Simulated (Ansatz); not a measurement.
```yaml
atoms:
  - { symbol: C, position_ang: [-0.7535, 0.2969, -1.1434] }
  - { symbol: C, position_ang: [-0.3861, -0.4627, 0.1084] }
  - { symbol: S, position_ang: [1.0546, -1.6617, -0.0434] }
  - { symbol: Ge, position_ang: [1.0524, 0.1099, 1.2747] }
  - { symbol: H, position_ang: [-1.1827, -0.3813, -1.9002] }
  - { symbol: H, position_ang: [-1.5053, 1.0723, -0.9193] }
  - { symbol: H, position_ang: [0.1242, 0.7837, -1.5954] }
  - { symbol: H, position_ang: [-1.2385, -0.9345, 0.6176] }
  - { symbol: H, position_ang: [0.9939, -0.1547, 2.7775] }
  - { symbol: H, position_ang: [1.9241, 1.2811, 0.8264] }
```

Computed with RKS r2SCAN/def2-SVP in Ansatz.

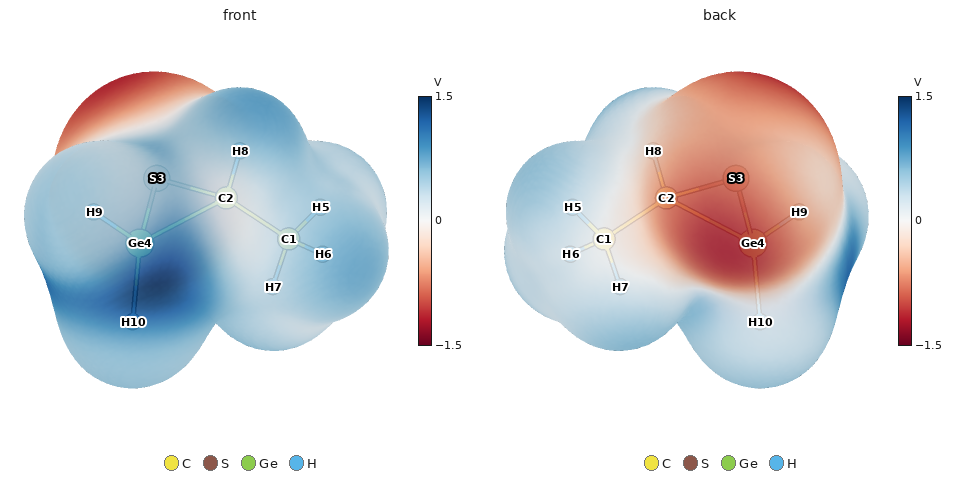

C$_{2}$H$_{6}$GeS. The molecular electrostatic potential painted on the density surface at 0.002 e/bohr³, seen from the front and from behind; the colour scale runs from red (negative) to blue (positive).

Question: Where is the surface potential most negative and most positive?

Answer: The most negative region (about −1.1 V) lies over S3, the most positive (about +1.4 V) over Ge4.
